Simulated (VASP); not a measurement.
Band structure of Sr (space group P6_3/mmc). Computed with PBEsol GGA, VASP's PBE PAW potentials (set 64) (plane waves; VASP).

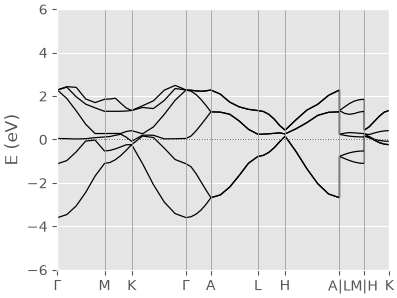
Figure. Bands along high-symmetry lines, zero at the valence-band maximum or, without a gap, the Fermi level

Read the plot: is there a gap, and where are the band edges?

It has no gap at this level: it comes out as a metal or semimetal.

The structure comes from a measured Sr entry (P6_3/mmc) of the Crystallography Open Database, whose conditions weren't checked. The cell was not relaxed at this level. VASP warned that the highest band is occupied, so more bands are needed.
